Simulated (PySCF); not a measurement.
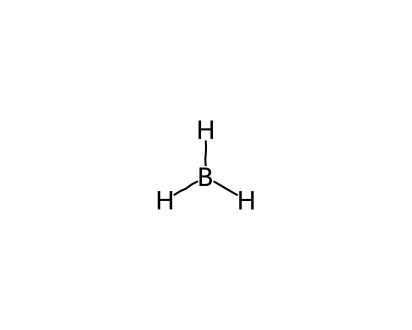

Give its SMILES.

Answer. B

What is the molecular formula?

Answer. BH3.

An optimisation with PBE0-D3(BJ)/def2-TZVP gave a structure of which point group?

Answer. D3h.

More results for the same structure follow; atom numbers are the same in all pictures, views and colours differ. Computed geometry: PBE0-D3(BJ)/def2-TZVP optimisation. No frequency run is at hand to confirm it as a minimum.

### Geometry

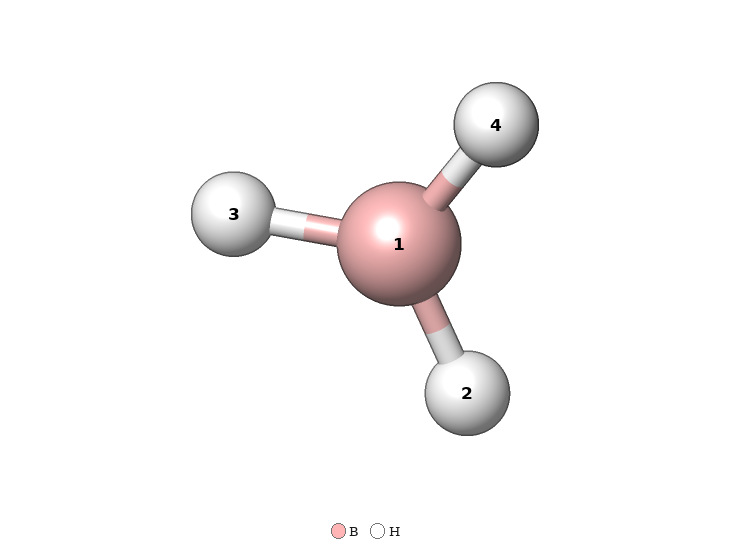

Atoms carry their numbers in the input. No frequency run is at hand to confirm it as a minimum.

How are the neighbours of atom 1 arranged?

Answer. B1 has 3 neighbours (H2 at 1.19, H3 at 1.19, H4 at 1.19 Å); the arrangement is trigonal planar.

### Electronic properties

No frequency run is at hand to confirm it as a minimum. Properties computed with PBE0/aug-cc-pVTZ, gas phase (PySCF 2.14.0). Excitations: vertical, linear response.

Computed properties:

- HOMO energy (Kohn–Sham orbital): −9.92 eV
- LUMO energy (Kohn–Sham orbital): −1.98 eV
- HOMO–LUMO gap: 7.94 eV
- mean static polarisability: 17.7 bohr³
- lowest vertical singlet excitation: 5.85 eV
- its oscillator strength: 0.000
- brightest of the 10 lowest singlets: 9.12 eV
- its oscillator strength: 0.10

### NMR shielding

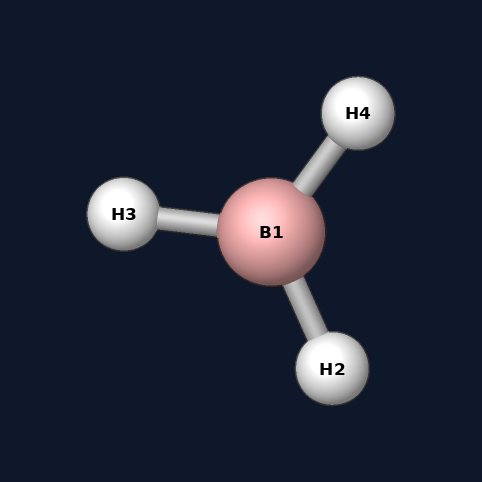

No frequency run is at hand to confirm it as a minimum. Properties computed with GIAO PBE0/pcSseg-2 NMR shielding, non-relativistic, gas phase (PySCF 2.14.0). Principal shieldings σ11 ≤ σ22 ≤ σ33, span Ω = σ33 − σ11, skew κ = 3(σiso − σ22)/Ω.

Give the shielding tensors of the B atoms.

```
atom    σ11    σ22    σ33  σiso      Ω     κ
  B1  −67.1  −67.0  142.3   2.7  209.5  1.00
```

Shieldings and span in ppm.

### Charges

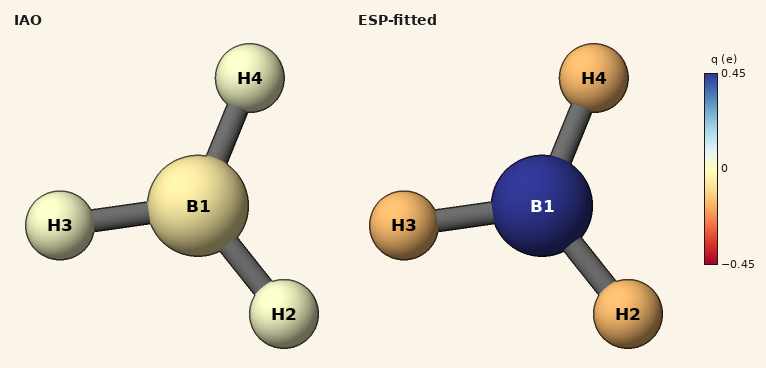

Atomic charges of one calculation by 2 schemes, on one colour scale. No frequency run is at hand to confirm it as a minimum. Level of theory: PBE0/pcSseg-2 (PySCF 2.14.0).

Which scheme gives the most polar picture (largest mean size of the charges)?

Answer. The ESP-fitted charges are the largest in size here.

List the charges (e), one line for each set of equivalent atoms.

```tsv
atom	IAO	ESP-fitted
B1	−0.05	0.45
H2, H3, H4	0.02	−0.15
```
